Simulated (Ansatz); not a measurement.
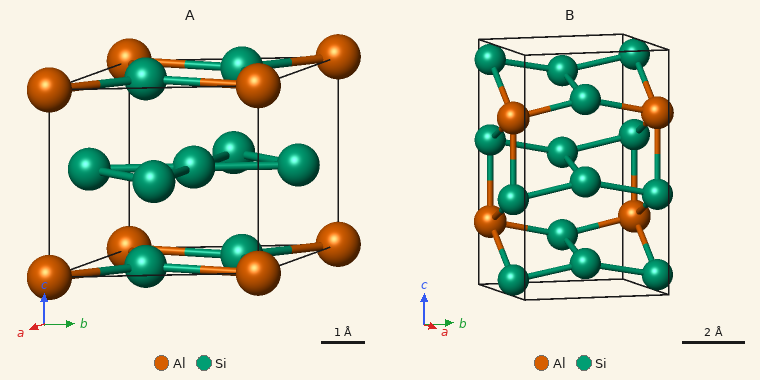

Two structures of AlSi5, each relaxed to rest (conventional cells in solid outline, small ones repeated, not to one scale). Method: DFT PBE, scalar-relativistic, plane waves, PAW (Ansatz 0.2.0), without spin polarisation.

> Identify the two structures.

A: CaCu₅ type, P6/mmm. B: 12 atoms a cell on a primitive orthorhombic lattice, Pmma.

> Which structure wins energetically, and by what margin?

B is lower, by 239 meV/atom at this level of theory (energies at zero smearing). Volumes: A 16.1, B 15.9 Å³/atom.

One or both may be structure types tried for this composition rather than known phases.
